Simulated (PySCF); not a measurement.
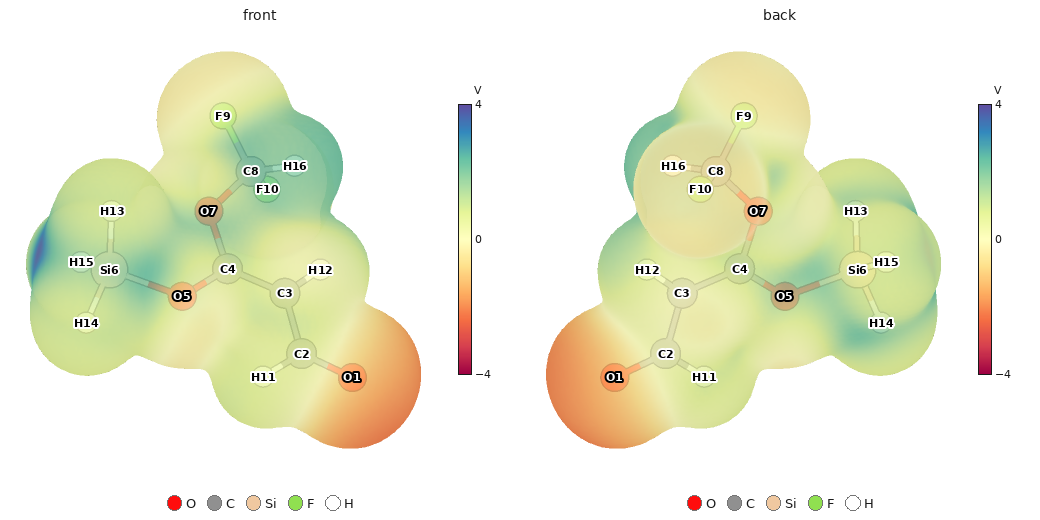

Figure. C$_{4}$H$_{6}$F$_{2}$O$_{3}$Si (SMILES O=C/C=C(\O[SiH3])OC(F)F). The electrostatic potential painted on the density surface at 0.004 e/bohr³, seen from the front and from behind; the colour scale runs from red (negative) to blue (positive).

Geometry: GFN2-xTB.

Method: PySCF 2.14.0, PBE0/pcSseg-1, SCF density, gas phase, non-relativistic.

```tsv
atom	x (Å)	y (Å)	z (Å)
O	-2.3066	-1.7548	2.4000
C	-1.9045	-0.9620	1.5860
C	-0.5835	-0.9951	0.9838
C	-0.1889	-0.0621	0.0986
O	-0.9383	0.9205	-0.3141
Si	-0.5307	2.0705	-1.4532
O	1.0598	-0.0193	-0.4915
C	2.0501	-0.8533	-0.0794
F	3.1906	-0.4080	-0.6148
F	1.8687	-2.1064	-0.5461
H	-2.5323	-0.1233	1.2342
H	0.0582	-1.8131	1.2669
H	0.6141	2.8312	-0.9637
H	-1.7928	2.7912	-1.4190
H	-0.2401	1.4060	-2.7176
H	2.1686	-0.9131	1.0184
```

**Describe the electrostatic potential map.**

The most negative region (about −2.1 V, or −48 kcal/mol for a unit charge) lies over O1, the most positive (about +3.2 V, or +74 kcal/mol for a unit charge) over Si6. O1 is the likeliest acceptor of a hydrogen bond.
